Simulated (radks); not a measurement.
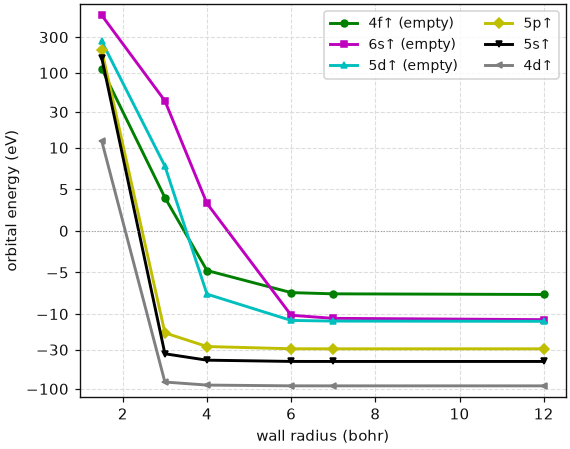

The Cs²⁺ ion in the configuration [Kr] 4d10 5s2 5p5 (high spin). It is put inside a hard spherical wall of varying radius. All numbers are computed, not measured: scalar-relativistic Kohn-Sham, PBEsol, spin-polarised, spherical densities, finite nucleus (the in-house radial solver radks). The plot shows the outer orbital energies (spin up), on a scale that is linear within ±10 eV and logarithmic beyond.

How do the levels move, and do any cross?

The levels rise as the wall closes in: 4f↑ goes from −7.65 eV at 12 bohr to 113.3 eV at 1.5 bohr and passes zero between 4 and 3 bohr. On compression 4f↑ drops below 6s↑ between 6 and 4 bohr, 4f↑ drops below 5d↑ between 4 and 3 bohr, 4f↑ drops below 5p↑ between 3 and 1.5 bohr and 4f↑ drops below 5s↑ between 3 and 1.5 bohr; in each crossing pair the level of higher l rises less. The fastest to rise is 6s↑ (by 599.1 eV), the slowest 4d↑ (by 103.4 eV): the wall presses hardest on the most extended orbitals.
